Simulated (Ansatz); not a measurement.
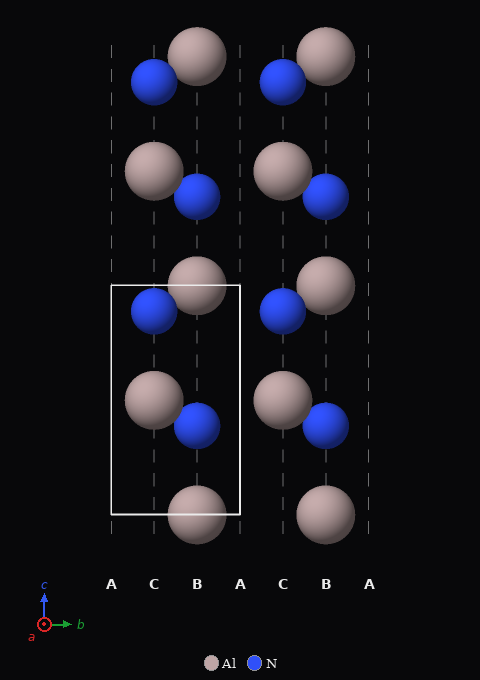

Projection along an edge of the hexagonal mesh, stacking direction c upwards. The dashed lines mark the three columns A (0, 0), B (1/3, 2/3) and C (2/3, 1/3). The sequence starts with the first layer at or above the cell's origin.

The compound is AlN, taken as coordinates from a relaxation (final pressure about -7.2 GPa) with Ansatz 0.2.0, DFT r2SCAN, scalar-relativistic, plane waves, PAW.

> List the layers of one repeat.

Al(B) – N(B) – Al(C) – N(C) (four layers in 4.91 Å).

> How are the N layers alone stacked?

N layers alone: BC, the hexagonal close-packed type.

> Which positions between or in the N layers do the other atoms fill?

Al: two tetrahedral sites, counted in one hexagonal cell.

> What short polytype symbol fits?

Polytype symbol 2H, the symbol of a tetrahedral polytype (number of double layers in the repeat and lattice).
